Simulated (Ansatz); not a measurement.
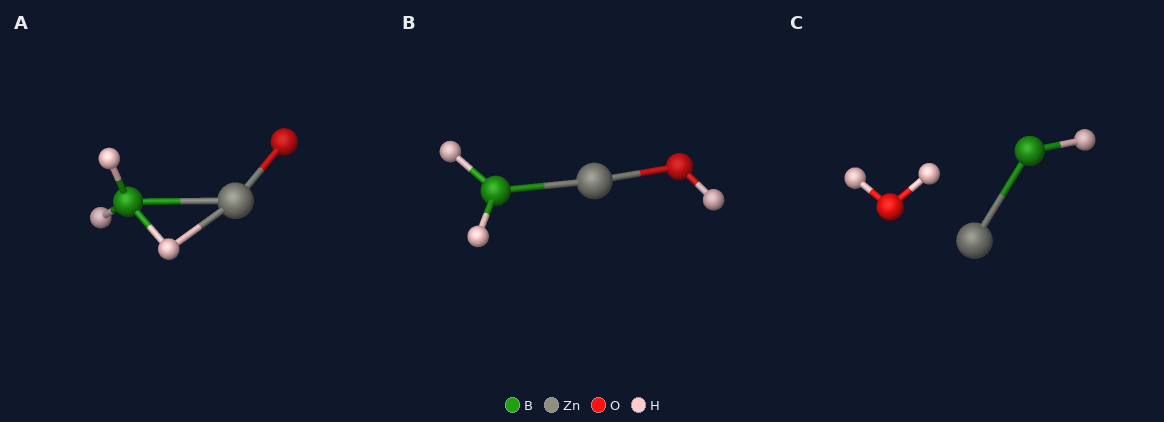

3 stationary structures of one formula. Geometries: PBE-D4/def2-SVP. Electronic energies: PBE-D4/def2-SVP (Ansatz 0.2.0), without zero-point energy. No frequency run is at hand to confirm each as a minimum.

Which is lowest in energy, and by how much?

Answer. B is lowest; A lies 249.4 kJ/mol above it (Cs), C lies 255.7 kJ/mol above it (C1).
